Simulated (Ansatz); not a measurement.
## Electronic structure of ClF2H4O2Si2···H3O in real space

Input file:

```
crystal:
  periodic: [false, false, false]
  atoms:
    - {symbol: Si, position_ang: [-1.217977, -0.114885, 0.412161]}
    - {symbol: O, position_ang: [0.113299, -0.169423, -0.676084]}
    - {symbol: Si, position_ang: [0.600446, 0.893341, -1.886333]}
    - {symbol: F, position_ang: [-1.166948, -1.759285, 0.546577]}
    - {symbol: F, position_ang: [-2.722286, -0.140802, -0.105268]}
    - {symbol: Cl, position_ang: [-1.267452, 2.098598, 0.326875]}
    - {symbol: H, position_ang: [0.762215, -0.806026, 1.681282]}
    - {symbol: O, position_ang: [-0.547142, -0.022904, 1.974494]}
    - {symbol: H, position_ang: [0.983967, -0.838876, 0.109849]}
    - {symbol: O, position_ang: [1.433713, -1.258154, 1.035017]}
    - {symbol: H, position_ang: [1.379978, 2.016931, -1.324526]}
    - {symbol: H, position_ang: [1.492598, 0.063084, -2.735124]}
    - {symbol: H, position_ang: [-0.573344, 1.341775, -2.659369]}
    - {symbol: H, position_ang: [-0.471066, 0.894415, 2.259338]}
    - {symbol: H, position_ang: [1.199798, -2.197988, 1.041212]}
basis:
  gaussian: {orbitals: def2-TZVPP}
hamiltonian: {xc: pbe0, dispersion: d4}
output: {orbitals: {seedname: orbitals}}
```

Run with:

```sh
ansatz run in.yaml --threads 4 --pin off --events-out ev --progress --plain --max-ram 66560MiB --backend cuda --devices 0, --max-vram 37GiB
```

A transition-state structure; geometry: PBE0-D4/def2-TZVP.

Level of theory: RKS PBE0-D4/def2-TZVPP (Ansatz 0.2.0).

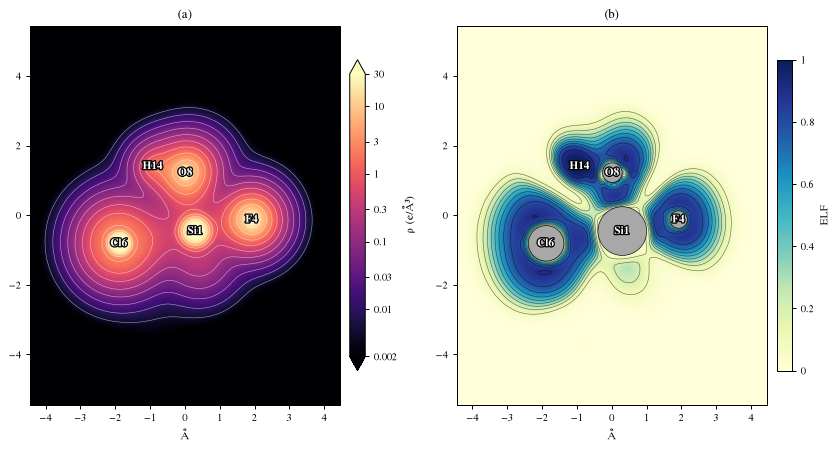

Figure 1. (a) total electron density; (b) electron localisation function on the plane of atoms F4, Si1 and O8. Grey discs cover the atomic cores in the ELF map.

What do the fields say about this system?

The section cuts through Si, F, Cl, O and H sites.
Si–O (1.70 Å): ρ is about 1.1 e/Å³ halfway; the ELF peaks at about 0.90 between the atoms (a shared but strongly polarised pair).
Si–Cl (2.22 Å): ρ at the midpoint is about 0.7 e/Å³, with its minimum of 0.52 e/Å³ about 0.8 Å from Si; the ELF peaks at about 0.85 between the atoms; a polar covalent bond.
O–H (0.96 Å): the density is about 3.9 e/Å³ at the midpoint; the ELF climbs to about 1 towards the hydrogen, as it does in any bond to H: an ordinary covalent bond to hydrogen.
Si–F (1.65 Å): ρ is about 1 e/Å³ halfway; the ELF peaks at about 0.85 in the valence shell of F, 0.7 Å from its nucleus, and is about 0.45 at the midpoint.
The ELF also peaks beside Cl6, F4 and O8, away from the bonds: lone-pair regions.

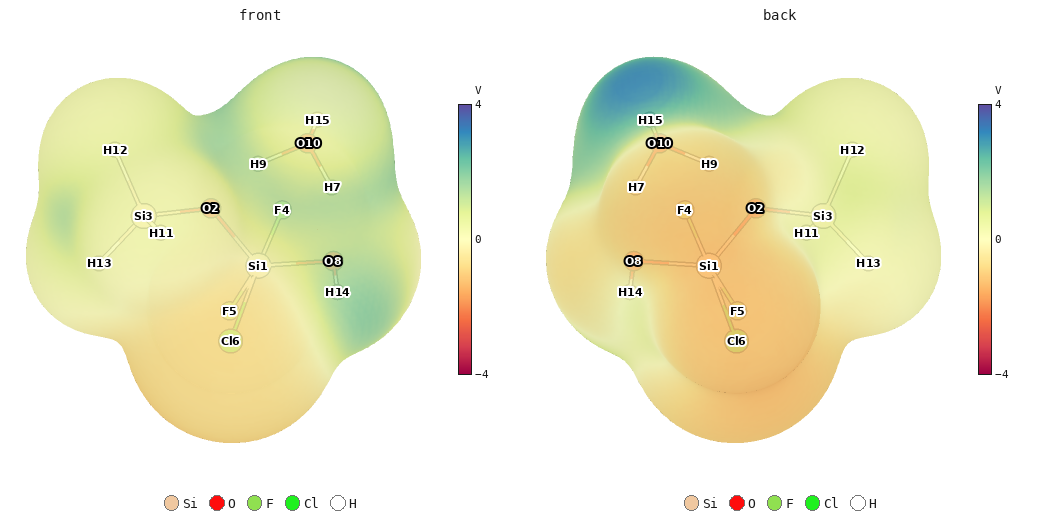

Figure 2. The electrostatic potential painted on the density surface at 0.001 e/bohr³, seen from the front and from behind; red is negative and blue positive.

Which sites attract a positive test charge, and which a negative one?

A positive charge is drawn to the negative regions and a negative charge to the positive ones. The most negative region (about −1.3 V, or −30 kcal/mol for a unit charge) lies over F4, F5 and Cl6, the most positive (about +3.1 V, or +71 kcal/mol for a unit charge) over H15.

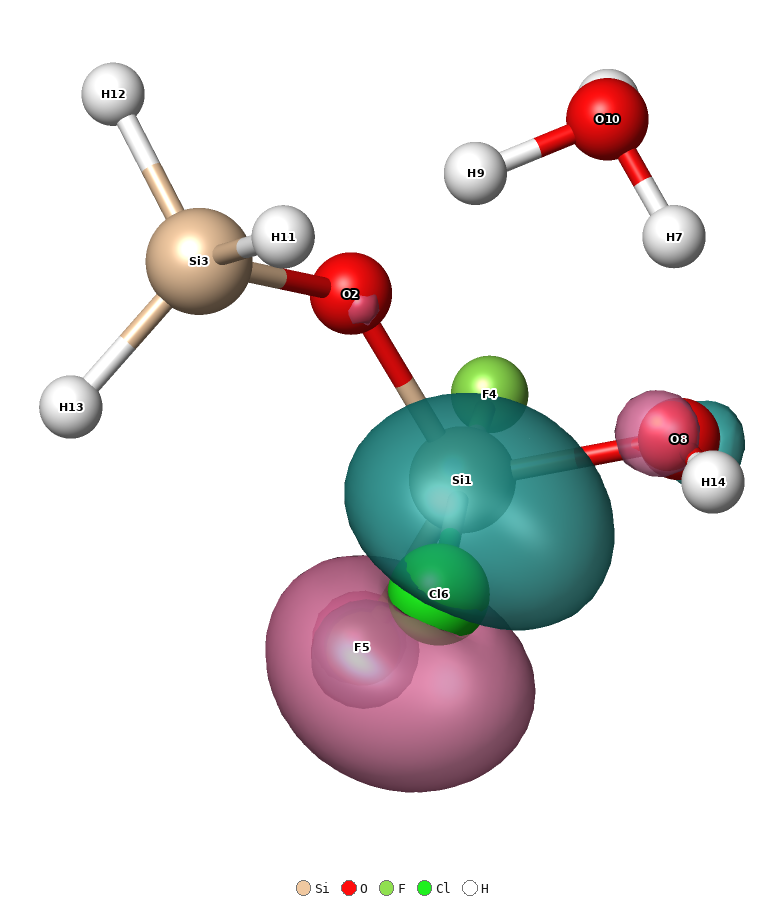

Figure 3. The HOMO at ±0.15 Å⁻³ᐟ² (teal and pink are the two phases), seen at a tilt.

Where does this orbital lie, and at what energy?

It lies mainly on Cl6 (about 85 %); largely a lone pair of Cl6. Its energy is −8.29 eV.
